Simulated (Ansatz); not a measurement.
## Ga2O3 (R-3c): the gap up the ladder of methods

Wanted: a ladder of band gaps for Ga2O3 (R-3c), from density functionals to G0W0.

Method: density functionals, hybrids and G0W0, plane waves, PAW, in Ansatz 0.2.0.

**Experimental background.**

- Gap 5.6 eV: direct band-to-band gap from Tauc plot; UV-Vis absorption, Tauc plot; film (163 nm mist CVD film on c-plane sapphire) on Al2O3 (sapphire) (“Optical properties of mist CVD grown alpha-Ga2O3”, 2019, arxiv:1907.13072).

- Gap 5.04 eV: direct optical gap from Tauc plot; UV-vis transmittance, Tauc plot; film on Al2O3 (“Ti Alloyed α-Ga2O3: Route towards Wide Band Gap Engineering”, 2020, pmc:7766553).

- Gap 5.3 eV: direct optical gap from Tauc plot, upper end of the 5.1-5.3 eV range over the samples; UV-visible transmission; film (mist-CVD epitaxial films grown with different carrier gases) on Al2O3 (0001) (“Influence of Carrier Gases on the Quality of Epitaxial Corundum-Structured α-Ga2O3 Films Grown by Mist Chemical Vapor Deposition Method”, 2019, pmc:6888560).

- Gap 5.2 eV: optical gap from Tauc plot assuming direct gap; largest value, film grown at 250 C; UV-vis transmittance/reflectance, Tauc plot; film on c-plane sapphire (“Low temperature growth and optical properties of alpha-Ga2O3 deposited on sapphire by plasma enhanced atomic layer deposition”, 2019, arxiv:1908.06914).

- Gap 5.15 eV: optical gap from Tauc plot assuming direct gap; lower end of the 5.15-5.20 eV range for alpha-phase films; UV-vis transmittance/reflectance, Tauc plot; film on c-plane sapphire (“Low temperature growth and optical properties of alpha-Ga2O3 deposited on sapphire by plasma enhanced atomic layer deposition”, 2019, arxiv:1908.06914).

This is a selection; 1 further report is not listed.

Report form: the programs' logs are mostly left out.

In doubt: masses and optical values from hybrid runs of this build are listed as unsure (step 10), which bears on the screening that GW takes from such a start.

## (1) Set-up

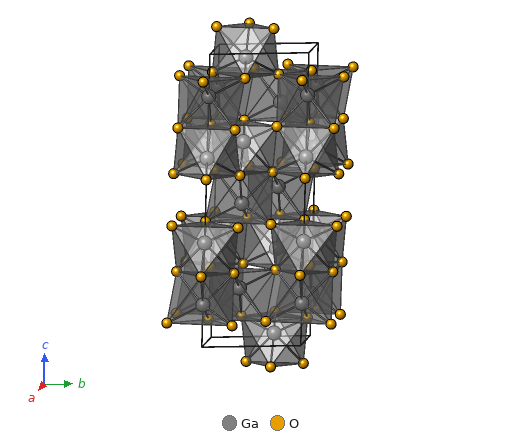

Start, viewed slightly off an axis; gallium grey, oxygen orange. This picture shows the conventional cell, with its axes. Some periodic images of atoms are drawn too.

The cell and positions are those that the Materials Project relaxed with its own functionals (PBE, PBE+U or r2SCAN), kept fixed. This is not the form that Ga2O3 usually takes at ambient conditions. The default PAW set here is soft_2. Its files were made with PBE.

## (2) LDA on the 6×6×6 mesh

This step: DFT, LDA, plane waves, PAW.

input.yaml reads:

```yaml
crystal:
  lattice:
    - [2.4986991939, 1.4426246522, 4.4835497685]
    - [-2.4986991939, 1.4426246522, 4.4835497685]
    - [0.0, -2.8852493044, 4.4835497685]
  atoms:
    - { symbol: Ga, position: [0.85558558, 0.85558558, 0.85558558] }
    - { symbol: Ga, position: [0.64441442, 0.64441442, 0.64441442] }
    - { symbol: Ga, position: [0.14441442, 0.14441442, 0.14441442] }
    - { symbol: Ga, position: [0.35558558, 0.35558558, 0.35558558] }
    - { symbol: O, position: [0.75, 0.44683282, 0.05316718] }
    - { symbol: O, position: [0.44683282, 0.05316718, 0.75] }
    - { symbol: O, position: [0.05316718, 0.75, 0.44683282] }
    - { symbol: O, position: [0.25, 0.55316718, 0.94683282] }
    - { symbol: O, position: [0.94683282, 0.25, 0.55316718] }
    - { symbol: O, position: [0.55316718, 0.94683282, 0.25] }
kpoints:
  mp_grid: { grid: [6, 6, 6] }
  band_path:
    path:
      - [0.0, 0.0, 0.0]
      - [0.5, 0.5, 0.5]
      - [0.76431389, 0.23568611, 0.5]
      - [0.5, -0.23568611, 0.23568611]
      - [0.5, 0.0, 0.0]
      - [0.36784305, -0.36784305, 0.0]
      - [0.63215695, 0.0, 0.36784305]
      - [0.5, 0.0, 0.5]
      - [0.0, 0.1666666667, -0.1666666667]
    npoints: 1
hamiltonian:
  xc: lda
scf:
  occupations: { method: fixed }
  n_extra_bands: 7
output:
  eigenvalues: true
  forces: true
  stress: true
  write_density: true
  write_potential: true
  elf: true
  volumetric_format: npy
```

Launch:

```sh
$ ansatz run input.yaml --threads 3 --pin off --max-ram 92160MiB --backend cuda --events-out ev --progress --plain --runs-dir out --devices 1 --max-vram 13GiB  # rebuilt from the run's record
```

Elapsed: 7 s, on 1 × NVIDIA H100 80GB HBM3 (shared by 6 runs) with 3 threads of AMD EPYC 7R13 (Zen 3), shared host; peak memory 0.95 GiB; 4.7 s of CPU time.

Numbers from this step:

```
pressure             : -6.695 GPa
gap                  : 2.713 eV
valence top at       : k = (0.000, 0.167, -0.167)
conduction bottom at : Γ
least direct gap     : 2.971 eV
```

Over mesh and listed points the gap is 2.713 eV, from k = (0.000, 0.167, -0.167) to k = Γ. The least direct gap found is 2.971 eV, at k = Γ. The pressure in this cell is -7 GPa; the cell is kept.

## (3) PBE on the 6×6×6 mesh

Levels along a band path and on the mesh show where this functional puts the band edges.

This step: DFT, PBE, plane waves, PAW.

input.yaml, the sections that differ from step 2:

```yaml
kpoints:
  mp_grid: { grid: [6, 6, 6] }
  band_path:
    path:
      - [[0.0, 0.0, 0.0], [0.5, 0.5, 0.5], [0.76431389, 0.23568611, 0.5]]
      - [[0.5, -0.23568611, 0.23568611], [0.5, 0.0, 0.0], [0.0, 0.0, 0.0], [0.36784305, -0.36784305, 0.0]]
      - [[0.63215695, 0.0, 0.36784305], [0.5, 0.0, 0.5], [0.0, 0.0, 0.0]]
    npoints: 10
hamiltonian:
  xc: pbe
scf:
  occupations: { method: fermi_dirac, width: 0.02 }
  n_extra_bands: 7
# crystal, output: as in step 2
```

Wall time 7.1 s (1 × NVIDIA H100 80GB HBM3 (shared by 6 runs) with 3 threads); peak memory 0.96 GiB; 6 s of CPU time.

Numbers from this step:

| Property | Result |
| --- | --- |
| pressure | 7.992 GPa |
| filled bands | 44 |
| gap | 2.788 eV |
| valence top at | k = (0.000, 0.167, -0.167) |
| conduction bottom at | Γ |
| least direct gap | 3.040 eV |

Over mesh and path the gap is 2.788 eV, from k = (0.000, 0.167, -0.167) to k = Γ. The least direct gap found is 3.040 eV, at k = Γ. The pressure in this cell is 8 GPa; the cell is kept. PBE against LDA: 2.788 − 2.713 = +0.075 eV, with the same mesh, files and cutoff, and both edges at the same k points.

## (4) PBE+SOC on the 6×6×6 mesh

This run has two-component orbitals with spin-orbit coupling.

This step: DFT, PBE with spin-orbit coupling, plane waves, PAW.

input.yaml, the sections that differ from step 3:

```yaml
kpoints:
  mp_grid: { grid: [6, 6, 6] }
  band_path:
    path:
      - [0.0, 0.0, 0.0]
      - [0.5, 0.5, 0.5]
      - [0.76431389, 0.23568611, 0.5]
      - [0.5, -0.23568611, 0.23568611]
      - [0.5, 0.0, 0.0]
      - [0.36784305, -0.36784305, 0.0]
      - [0.63215695, 0.0, 0.36784305]
      - [0.5, 0.0, 0.5]
      - [0.0, 0.1666666667, -0.1666666667]
    npoints: 1
scf:
  occupations: { method: fixed }
  n_extra_bands: 14
magnetization:
  noncollinear: true
  spin_orbit: true
output:
  eigenvalues: true
  forces: true
  stress: true
# crystal, hamiltonian: as in step 3
```

Wall time 9 s (1 × NVIDIA H100 80GB HBM3 (shared by 6 runs) with 3 threads); peak memory 1 GiB.

This step gave:

```
pressure             : 7.981 GPa
gap                  : 2.788 eV
valence top at       : k = (0.000, 0.167, -0.167)
conduction bottom at : Γ
least direct gap     : 3.034 eV
```

Over mesh and listed points the gap is 2.788 eV, from k = (0.000, 0.167, -0.167) to k = Γ. The least direct gap found is 3.034 eV, at k = Γ. The pressure in this cell is 8 GPa; the cell is kept. PBE+SOC against PBE: 2.788 − 2.788 = +0.000 eV, with the same mesh, set of files (read in its fully relativistic form for the spin-orbit run) and cutoff, and both edges at the same k points. The spin-orbit run sees mesh and listed points alone, so its gap is an upper bound: the coupling can move an edge off these points, and the change over the zone, its sign included where it is small, is not known.

## (5) r2SCAN on the 6×6×6 mesh

r2SCAN is a meta-GGA: it depends on the kinetic-energy density as well as on the density and its gradient.

This step: DFT, r2SCAN, plane waves, PAW.

Edit input.yaml of step 4 so:

```diff
@@ -31,9 +31,6 @@
 hamiltonian:
-  xc: pbe
+  xc: r2scan
 scf:
   occupations: { method: fixed }
-  n_extra_bands: 14
-magnetization:
-  noncollinear: true
-  spin_orbit: true
+  n_extra_bands: 7
 output:
```

Wall time 5.6 s (1 × NVIDIA H100 80GB HBM3 (shared by 6 runs) with 3 threads); peak memory 1.1 GiB.

This step gave:

```yaml
pressure: -1.386 GPa
gap: 3.482 eV
valence_top_at: k = (0.000, 0.167, -0.167)
conduction_bottom_at: Γ
least_direct_gap: 3.736 eV
```

Over mesh and listed points the gap is 3.482 eV, from k = (0.000, 0.167, -0.167) to k = Γ. The least direct gap found is 3.736 eV, at k = Γ. r2SCAN against PBE: 3.482 − 2.788 = +0.694 eV. The runs also differ in plane-wave cutoff (420 eV and 500 eV), so how much of this comes from the functional alone is not known.

## (6) HSE06 on the 4×4×4 mesh

HSE06 mixes in a quarter of exact exchange at short range.

This step: DFT, HSE06, plane waves, PAW.

Edit input.yaml of step 5 so:

```diff
@@ -17,3 +17,3 @@
 kpoints:
-  mp_grid: { grid: [6, 6, 6] }
+  mp_grid: { grid: [4, 4, 4] }
   band_path:
@@ -31,3 +31,3 @@
 hamiltonian:
-  xc: r2scan
+  xc: hse06
 scf:
@@ -37,3 +37 @@
   eigenvalues: true
-  forces: true
-  stress: true
```

Elapsed: 37 s, on 1 × NVIDIA H100 80GB HBM3 (shared by 6 runs) with 3 threads; peak memory 1.5 GiB.

Numbers from this step:

```yaml
gap: 4.548 eV
valence_top_at: k = (0.000, 0.167, -0.167)
conduction_bottom_at: Γ
least_direct_gap: 4.796 eV
exact_exchange_fraction: 0.25
```

Over mesh and listed points the gap is 4.548 eV, from k = (0.000, 0.167, -0.167) to k = Γ. The least direct gap found is 4.796 eV, at k = Γ. On the 4×4×4 mesh alone the same run gives 4.599 eV, so that mesh misses an edge of HSE06: 4.599 − 4.548 = +0.051 eV. HSE06 against PBE: 4.548 − 2.788 = +1.760 eV. The runs also differ in mesh (6×6×6 and 4×4×4), so how much of this comes from the functional alone is not known.

## (7) PBE0 on the 4×4×4 mesh

PBE0 mixes in a quarter of exact exchange at all distances.

This step: DFT, PBE0, plane waves, PAW.

Edit input.yaml of step 6 so:

```diff
@@ -31,3 +31,3 @@
 hamiltonian:
-  xc: hse06
+  xc: pbe0
 scf:
```

The job ended after 40 s (1 × NVIDIA H100 80GB HBM3 (shared by 6 runs) with 3 threads; peak memory 1.5 GiB; 64 s of CPU time).

Numbers from this step:

```
gap                     : 5.264 eV
valence top at          : k = (0.000, 0.167, -0.167)
conduction bottom at    : Γ
least direct gap        : 5.512 eV
exact-exchange fraction : 0.25
```

Over mesh and listed points the gap is 5.264 eV, from k = (0.000, 0.167, -0.167) to k = Γ. The least direct gap found is 5.512 eV, at k = Γ. On the 4×4×4 mesh alone the same run gives 5.316 eV, so that mesh misses an edge of PBE0: 5.316 − 5.264 = +0.052 eV. PBE0 against HSE06: 5.264 − 4.548 = +0.716 eV, with the same mesh, files and cutoff, and both edges at the same k points.

## (8) DDH-PBE0 on the 4×4×4 mesh

The input asks for a share of exact exchange of one over the crystal's ε∞, which the program works out first.

This step: DFT, dielectric-dependent PBE0 (fraction 1/eps_inf of PBE), plane waves, PAW.

Edit input.yaml of step 7 so:

```diff
@@ -16,2 +16,3 @@
     - { symbol: O, position: [0.55316718, 0.94683282, 0.25] }
+  host: atoms
 kpoints:
@@ -31,3 +32,6 @@
 hamiltonian:
-  xc: pbe0
+  xc:
+    exchange: pbe
+    correlation: pbe
+    exx: { coeff: inverse_dielectric }
 scf:
@@ -37 +41,5 @@
   eigenvalues: true
+  write_density: true
+  write_potential: true
+  elf: true
+  volumetric_format: npy
```

The job ended after 58 s (1 × NVIDIA H100 80GB HBM3 (shared by 6 runs) with 3 threads; peak memory 1.7 GiB; 1.8 min of CPU time).

Numbers from this step:

```yaml
gap: 5.048 eV
valence_top_at: k = (0.000, 0.167, -0.167)
conduction_bottom_at: Γ
least_direct_gap: 5.295 eV
exact_exchange_fraction: 0.2289
```

Over mesh and listed points the gap is 5.048 eV, from k = (0.000, 0.167, -0.167) to k = Γ. The least direct gap found is 5.295 eV, at k = Γ. On the 4×4×4 mesh alone the same run gives 5.099 eV, so that mesh misses an edge of DDH-PBE0: 5.099 − 5.048 = +0.051 eV. DDH-PBE0 against PBE0: 5.048 − 5.264 = −0.216 eV, with the same mesh, files and cutoff, and both edges at the same k points.

## (9) G0W0@PBE, 4×4×4 mesh, 445 empty bands, screening to 160 eV

G0W0 replaces the xc potential by a self-energy built once from the orbitals of the start. Levels are corrected in the window of bands that the input names, at points of the mesh.

This step: G0W0 on PBE, plane waves, PAW.

input.yaml reads:

```yaml
crystal:
  lattice:
    - [2.4986991939, 1.4426246522, 4.4835497685]
    - [-2.4986991939, 1.4426246522, 4.4835497685]
    - [0.0, -2.8852493044, 4.4835497685]
  atoms:
    - { symbol: Ga, position: [0.85558558, 0.85558558, 0.85558558] }
    - { symbol: Ga, position: [0.64441442, 0.64441442, 0.64441442] }
    - { symbol: Ga, position: [0.14441442, 0.14441442, 0.14441442] }
    - { symbol: Ga, position: [0.35558558, 0.35558558, 0.35558558] }
    - { symbol: O, position: [0.75, 0.44683282, 0.05316718] }
    - { symbol: O, position: [0.44683282, 0.05316718, 0.75] }
    - { symbol: O, position: [0.05316718, 0.75, 0.44683282] }
    - { symbol: O, position: [0.25, 0.55316718, 0.94683282] }
    - { symbol: O, position: [0.94683282, 0.25, 0.55316718] }
    - { symbol: O, position: [0.55316718, 0.94683282, 0.25] }
kpoints:
  mp_grid: { grid: [4, 4, 4] }
hamiltonian:
  xc: pbe
scf:
  occupations: { method: fixed }
gw:
  n_empty_bands: 445
  ecut_chi: 160.0
  qp_bands: [v3, c3]
  qp_kpoints: band_edges
  screening: { model: contour_deformation }
```

The job ended after 35 s (1 × NVIDIA H100 80GB HBM3 (shared by 6 runs) with 3 threads; peak memory 1.8 GiB).

Numbers from this step:

```
bands summed                                    : 489
RPA ε∞ on this mesh (eigenvalues)               : 4.174, 4.298, 4.298
plane waves in the screening matrix             : 453
G0W0 gap over the corrected points              : 4.551 eV
k of the valence top                            : 0, 0, 0.25
k of the conduction bottom                      : 0, 0, 0
starting gap on the mesh                        : 2.828 eV
Z at the valence top                            : 0.7683
Z at the conduction bottom                      : 0.8295
least direct G0W0 gap over the corrected points : 4.749 eV
```

Over all 13 irreducible mesh points the G0W0 gap is 4.551 eV, from k = (0.000, 0.000, 0.250) to k = Γ. The PBE gap of this run on the mesh is 2.828 eV. The two states that bound the G0W0 gap lie that far apart at the start, so the correction of the gap is 4.551 − 2.828 = +1.723 eV.

## (10) G0W0@HSE06, 4×4×4 mesh, 207 empty bands, screening to 96 eV

This step: G0W0 on HSE06, plane waves, PAW.

Edit input.yaml of step 9 so:

```diff
@@ -19,3 +19,3 @@
 hamiltonian:
-  xc: pbe
+  xc: hse06
 scf:
@@ -23,4 +23,4 @@
 gw:
-  n_empty_bands: 445
-  ecut_chi: 160.0
+  n_empty_bands: 207
+  ecut_chi: 96
   qp_bands: [v3, c3]
```

Wall time 60 s (1 × NVIDIA H100 80GB HBM3 (shared by 6 runs) with 3 threads); peak memory 1.9 GiB; 89 s of CPU time.

Numbers from this step:

```yaml
bands_summed: 251
rpa_eps_infinity_on_this_mesh_eigenvalues: 3.362, 3.467, 3.467
plane_waves_in_the_screening_matrix: 193
g0w0_gap_over_the_corrected_points: 5.347 eV
k_of_the_valence_top: 0, 0, 0.25
k_of_the_conduction_bottom: 0, 0, 0
starting_gap_on_the_mesh: 4.599 eV
z_at_the_valence_top: 0.8062
z_at_the_conduction_bottom: 0.8582
least_direct_g0w0_gap_over_the_corrected_points: 5.542 eV
```

Over all 13 irreducible mesh points the G0W0 gap is 5.347 eV, from k = (0.000, 0.000, 0.250) to k = Γ. The HSE06 gap of this run on the mesh is 4.599 eV. The two states that bound the G0W0 gap lie that far apart at the start, so the correction of the gap is 5.347 − 4.599 = +0.748 eV. G0W0@HSE06 against G0W0@PBE with 251 bands (a further run, in the table below): 5.347 − 4.476 = +0.871 eV, with the same mesh, files and cutoffs, and both edges at the same k points.

## (11) G0W0@r2SCAN, 4×4×4 mesh, 207 empty bands, screening to 96 eV

This step: G0W0 on r2SCAN, plane waves, PAW.

Edit input.yaml of step 10 so:

```diff
@@ -19,3 +19,3 @@
 hamiltonian:
-  xc: hse06
+  xc: r2scan
 scf:
```

Run time: 27 s. Hardware: 1 × NVIDIA H100 80GB HBM3 (shared by 6 runs) with 3 threads; peak memory 1.5 GiB.

Numbers from this step:

```yaml
bands_summed: 251
rpa_eps_infinity_on_this_mesh_eigenvalues: 3.731, 3.860, 3.860
plane_waves_in_the_screening_matrix: 193
g0w0_gap_over_the_corrected_points: 4.873 eV
k_of_the_valence_top: 0, 0, 0.25
k_of_the_conduction_bottom: 0, 0, 0
starting_gap_on_the_mesh: 3.524 eV
z_at_the_valence_top: 0.7877
z_at_the_conduction_bottom: 0.8449
least_direct_g0w0_gap_over_the_corrected_points: 5.068 eV
```

Over all 13 irreducible mesh points the G0W0 gap is 4.873 eV, from k = (0.000, 0.000, 0.250) to k = Γ. The r2SCAN gap of this run on the mesh is 3.524 eV. The two states that bound the G0W0 gap lie that far apart at the start, so the correction of the gap is 4.873 − 3.524 = +1.349 eV. G0W0@r2SCAN against G0W0@HSE06 with 251 bands: 4.873 − 5.347 = −0.474 eV. The runs also differ in plane-wave cutoff (420 eV and 500 eV), so how much of this comes from the start alone is not known.

(Continued in part 2 of 2.)

[Paths, hosts, dates, memory and timing lines, banners, echoed tables and standing remarks are left out of the program output.]

[Logs are printed without paths, hosts, clocks, repeated set-up lines and the standing remarks that a program may print on its own settings, such as how far it seeks lower states.]

[Runs of the session that timed out or met a known fault of the program may be left out.]

[Cells called generated may have been cut or substituted from an entry of the Crystallography Open Database or the Materials Project.]

[Hosts, paths, dates, database ids (printed as entryN), source tags and the programs' standing remarks are cut or masked in the printed files.]

[Where an RPA ε∞ is given, it is that of the G0W0 mesh and is not shown converged in it. Names of k-points follow the symmetry that the program found, which can be lower than the space group named. Band edges on a path are those of the sampled points; other points can move an edge, and change direct to indirect where valleys lie close.]

[Hybrid gaps are those of their k-mesh and are not shown converged in it.]
